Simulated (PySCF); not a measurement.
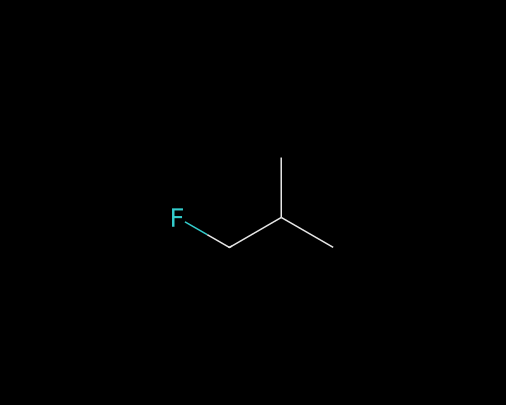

Simulated data, not a measurement (program: PySCF).

A structural formula.

> Write the SMILES.

CC(C)CF

> What is the molecular formula?

C4H9F.

> An optimisation with PBE0-D3(BJ)/def2-SVP gave a structure of which point group?

Cs. Other conformers may differ.
